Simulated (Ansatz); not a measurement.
A structure file:

```yaml
crystal:
  lattice:
    - [5.62145, 0.00000, 0.00000]
    - [0.00000, 5.62145, 0.00000]
    - [0.00000, 0.00000, 5.62145]
  atoms:
    - { symbol: Ge, position: [0.00000, 0.50000, 0.50000] }
    - { symbol: Ge, position: [0.75000, 0.25000, 0.75000] }
    - { symbol: Ge, position: [0.00000, 0.00000, 0.00000] }
    - { symbol: Ge, position: [0.75000, 0.75000, 0.25000] }
    - { symbol: Ge, position: [0.50000, 0.50000, 0.00000] }
    - { symbol: Ge, position: [0.25000, 0.25000, 0.25000] }
    - { symbol: Ge, position: [0.50000, 0.00000, 0.50000] }
    - { symbol: Ge, position: [0.25000, 0.75000, 0.75000] }
```

Describe what this structure looks like.

The element is germanium. The structure has Fd-3m (No. 227) symmetry and a face-centred cubic lattice. The prototype is diamond. The cell holds eight atoms. Each Ge has four Ge in a tetrahedral arrangement at 2.43 Å. The bonds build a three-dimensional framework.

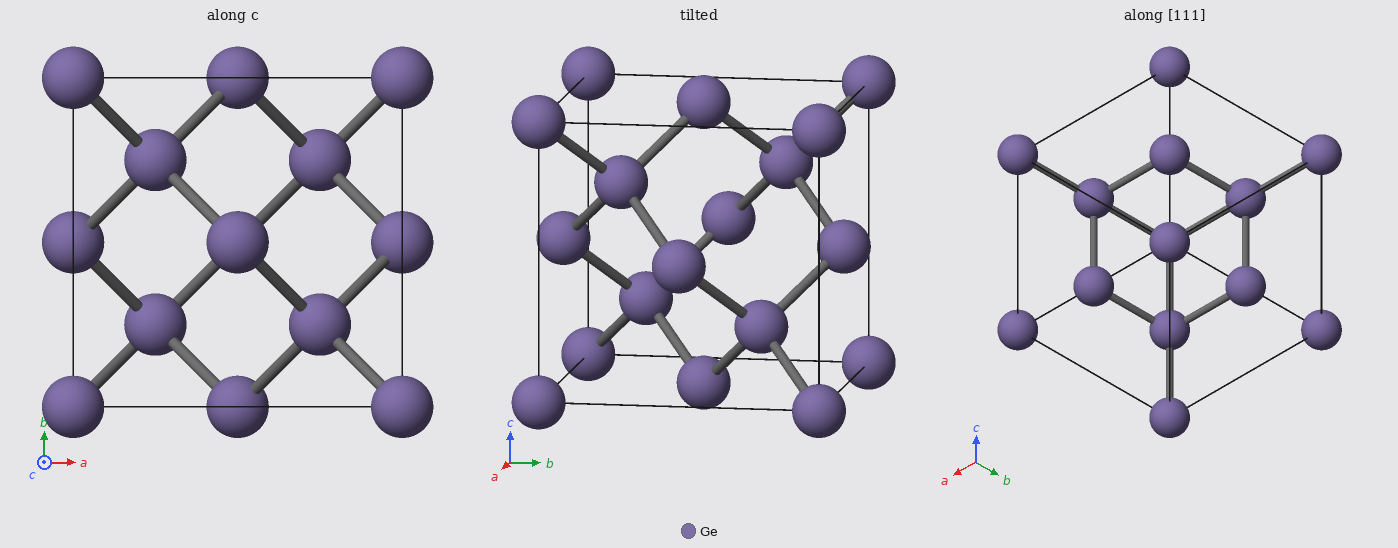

The image is a ball-and-stick drawing of a crystal, viewed along the c axis, slightly off an axis and along [111]. The box is the conventional unit cell; atoms on or close to its faces, edges and corners are drawn wherever they repeat. Colours: germanium purple.

The model was built from a structure listed in the Materials Project. Earlier steps of the study may have refined or changed the cell and positions. Ansatz was used for an electronic-structure calculation on it.
